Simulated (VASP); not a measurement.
Band structure of YS (relaxed from the zinc blende structure, space group F-43m). Computed with PBEsol GGA, VASP's PBE PAW potentials (set 64) (plane waves; VASP).

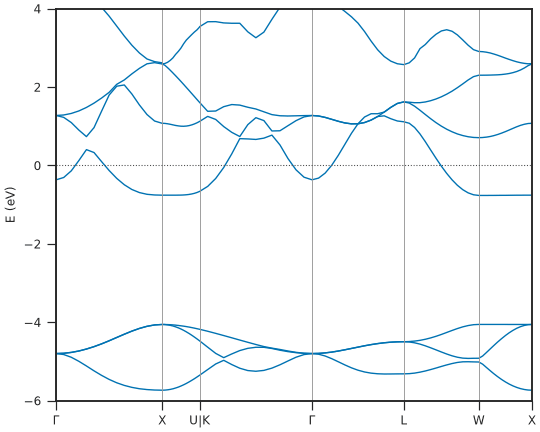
Bands along high-symmetry lines, zero at the valence-band maximum or, without a gap, the Fermi level

Read the plot: is there a gap, and where are the band edges?

It has no gap at this level: it comes out as a metal or semimetal. (Edges off the drawn lines would not show.)

The structure was generated: YS was put into the zinc blende type (F-43m), which need not be its known phase. It was relaxed first, which changed the volume by -30 %. The electron count is odd and the run is not spin-polarised, which forces a metal.
